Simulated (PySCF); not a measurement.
# C4H6F3O2 (doublet): what the fields show

```xyz
15

C    -1.0160    1.0087    0.5245
C    -0.2695   -0.2699    0.1683
C    -1.1665   -1.2059   -0.6715
O    -2.2894   -1.5754   -0.1313
O     0.8958   -0.0105   -0.6592
C     2.0051    0.3358   -0.0416
F     2.9849    0.4528   -0.9301
F     1.9368    1.5053    0.6192
F     2.4144   -0.5591    0.8786
H    -0.4819    1.5941    1.2675
H    -1.9868    0.7227    0.9224
H    -1.1597    1.6142   -0.3674
H     0.0439   -0.7987    1.0765
H    -0.5690   -2.0896   -1.0132
H    -1.3466   -0.7166   -1.6646
```

Geometry: GFN2-xTB.

Level of theory: UKS B3LYP, pcH-1 on C F H O, non-relativistic, mean-field spin-orbit, GIAO in PySCF 2.14.0, density-fitted response routines.

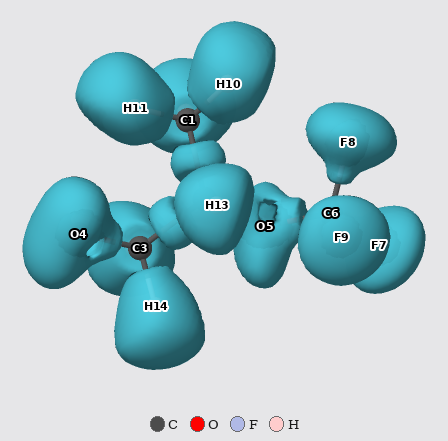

Figure 1. Isosurface of the ELF at 0.75 (cyan), seen at a tilt. Core shells and regions of very low density are left out.

Q: Describe the localisation domains.

A: At this value the surface marks out two regions between bonded C–C atoms (shared pairs), six regions around hydrogen nuclei, three regions on F in which the atom's valence shell and bonds are merged and two regions on O in which the atom's valence shell and bonds are merged. Along the contacts the grid gives the following. C–O (1.30 Å): the ELF peaks at about 0.90 between the atoms, as expected for a short, strongly polar bond. C–F (1.33 Å): the ELF peaks at about 0.85 between the atoms; a shared but strongly polarised pair.

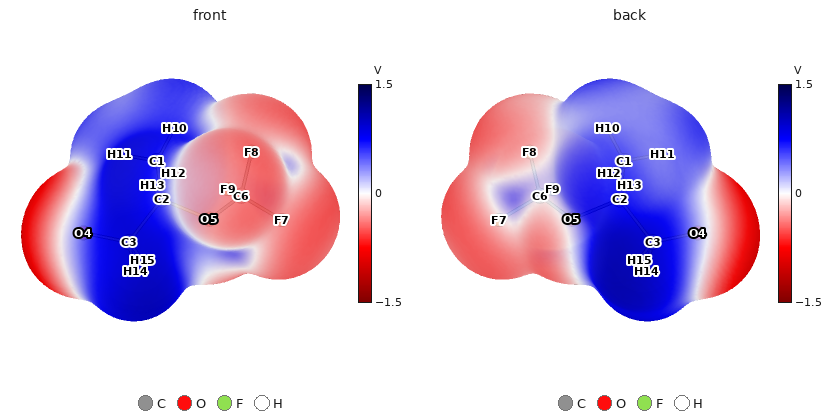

Figure 2. The molecular electrostatic potential painted on the density surface at 0.001 e/bohr³, seen from the front and from behind; red is negative and blue positive.

Q: Describe the electrostatic potential map.

A: The most negative region (about −0.9 V) lies over O4, the most positive (about +1.1 V) over H15.

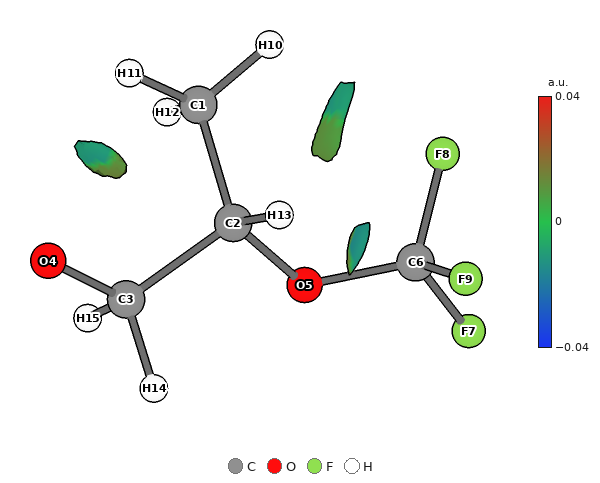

Figure 3. Non-covalent interaction (NCI) plot: the surface where the reduced density gradient is 0.5, for densities under 0.05 a.u., coloured by sign(λ₂)ρ; seen at a tilt.

Q: Identify the weak interactions.

A:
- Between H13 and C2 on one side and F9 and C6 on the other: a weak contact, attractive (blue-green) on one side and crowded (olive to red) on the other
- Near H11, O4 and C1: mostly steric crowding (olive to red)
- Near H10, F8 and C1: mostly steric crowding (olive to red)

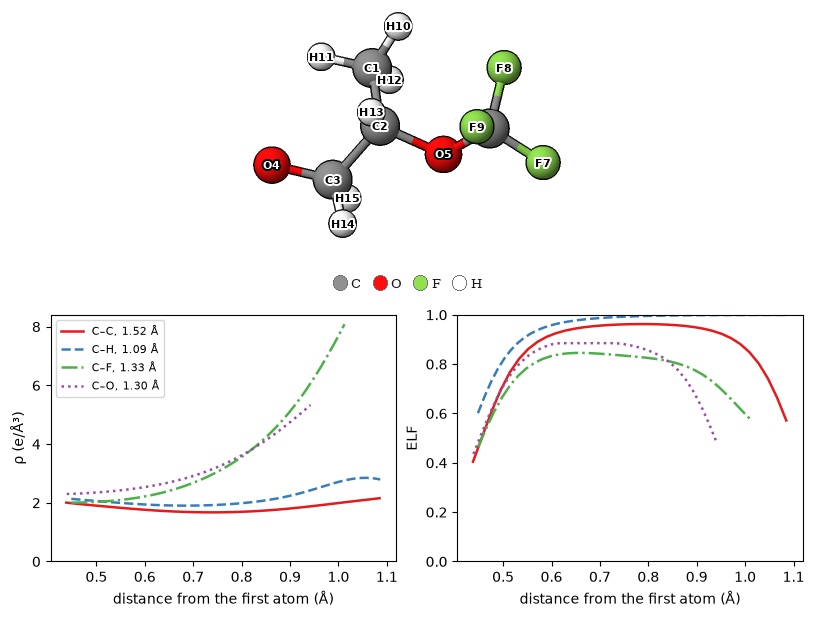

Figure 4. Total electron density and electron localisation function along straight lines between neighbouring atoms. The curves leave out the atomic cores. The structure is drawn too.

Q: Compare the contacts.

A: C–C (1.52 Å): the density is about 1.7 e/Å³ at the midpoint; the ELF peaks at about 0.95 between the atoms (localised, covalent bonding).
C–H (1.09 Å): ρ is about 2 e/Å³ halfway; the ELF climbs to about 1 towards the hydrogen, as it does in any bond to H: an ordinary covalent bond to hydrogen.
C–F (1.33 Å): the density is about 2.5 e/Å³ at the midpoint; the ELF peaks at about 0.85 between the atoms, as expected for a polar covalent bond.
C–O (1.30 Å): ρ is about 2.7 e/Å³ halfway; the ELF peaks at about 0.90 between the atoms; a polar covalent bond.
